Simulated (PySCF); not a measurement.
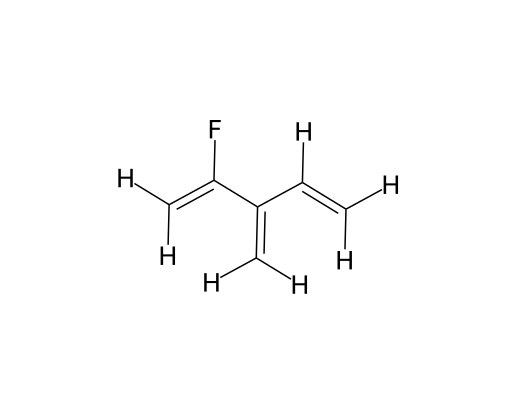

2D structure.

> Give its SMILES.

C=CC(=C)C(=C)F

> What is the molecular formula?

C6H7F.

> An optimisation with PBE0-D3(BJ)/def2-SVP gave a structure of which point group?

C1. Other conformers may differ.

The parts below concern this one geometry. Atoms keep their numbers from picture to picture. Computed geometry: PBE0-D3(BJ)/def2-SVP optimisation. No frequency run is at hand to confirm it as a minimum.

## Levels of theory compared

No frequency run is at hand to confirm it as a minimum. Program: PySCF 2.14.0.

Tabulate HOMO energy (eV), HOMO–LUMO gap (eV) at these levels: B3LYP/pcJ-1; B97-2/pcSseg-2; PBE0/def2-SVPD; PBE0/pcSseg-1.

| level | HOMO energy (eV) | HOMO–LUMO gap (eV) |
| --- | --- | --- |
| B3LYP/pcJ-1 | −6.57 | 5.04 |
| B97-2/pcSseg-2 | −6.55 | 5.09 |
| PBE0/def2-SVPD | −6.81 | 5.40 |
| PBE0/pcSseg-1 | −6.79 | 5.44 |

## NMR shielding

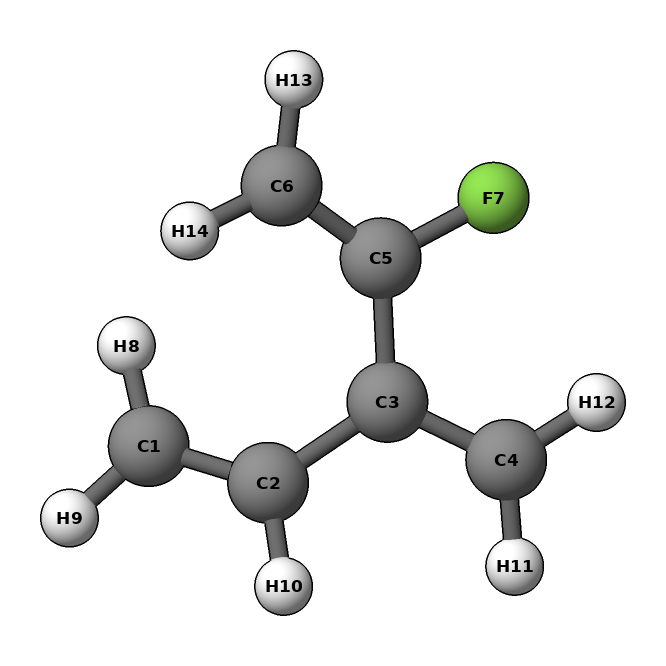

No frequency run is at hand to confirm it as a minimum. Level of theory: GIAO B97-2/pcSseg-2 NMR shielding, non-relativistic, gas phase (PySCF 2.14.0). Principal shieldings σ11 ≤ σ22 ≤ σ33, span Ω = σ33 − σ11, skew κ = 3(σiso − σ22)/Ω.

Give the shielding tensors of the C atoms.

```
atom    σ11   σ22    σ33  σiso      Ω      κ
  C1  −52.3  61.4  165.2  58.1  217.5  −0.05
  C2  −78.0  52.7  140.6  38.4  218.6  −0.20
  C3  −76.0  38.6  143.2  35.3  219.2  −0.05
  C4  −42.5  55.9  159.2  57.5  201.6   0.02
  C5  −94.8  57.0   73.9  12.0  168.8  −0.80
  C6   −8.1  98.3  163.0  84.4  171.1  −0.24
```

Shieldings and span in ppm.

## Spin–spin coupling

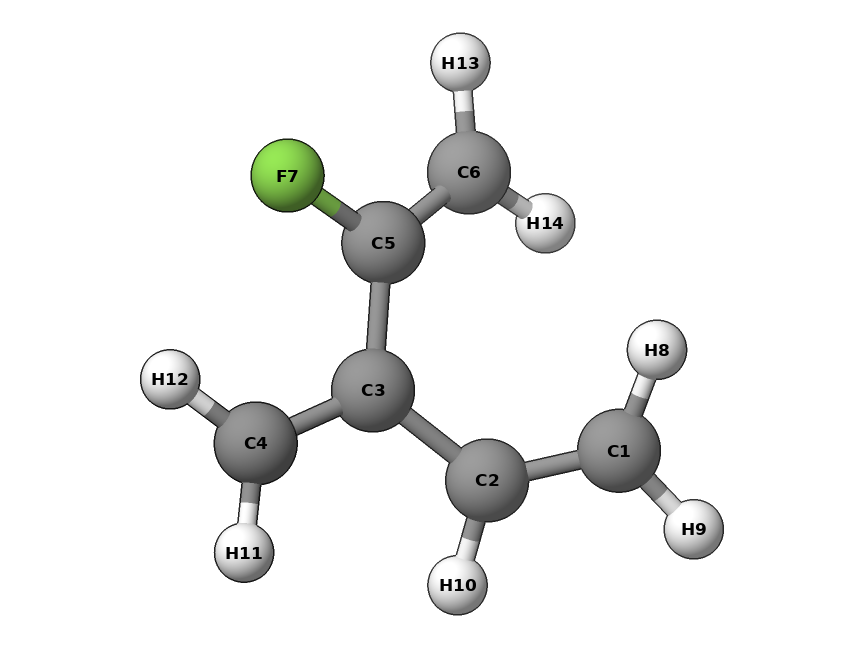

No frequency run is at hand to confirm it as a minimum. Properties computed with B3LYP/pcJ-1 indirect spin-spin coupling, non-relativistic, gas phase (PySCF 2.14.0). Isotopes: 13C, 19F, 1H.

Give the spin–spin coupling constants of these pairs, with the number of bonds between them: C5/F7, C3/F7, C6/F7, C2/F7, C4/F7, F7/H14, F7/H13.

```csv
pair,bonds apart,J (Hz)
"C5, F7",1,−323.6
"C3, F7",2,23.6
"C6, F7",2,23.9
"C2, F7",3,4.6
"C4, F7",3,7.6
"F7, H14",3,46.0
"F7, H13",3,16.8
```

Density functionals are unreliable for couplings to fluorine, so those rows may be far off.

## Core levels

No frequency run is at hand to confirm it as a minimum. Level of theory: delta-SCF UKS SCAN, pcX-2 on the ionised atom, pcseg-1 elsewhere, spin-free X2C (PySCF 2.14.0).

Give the core-electron binding energies (to vacuum) of C1 1s, C2 1s, C3 1s, C4 1s, C5 1s, C6 1s, F7 1s.

```tsv
atom	level	binding energy (eV)
C1	1s	290.2
C2	1s	290.9
C3	1s	291.1
C4	1s	289.9
C5	1s	293.0
C6	1s	290.1
F7	1s	692.9
```
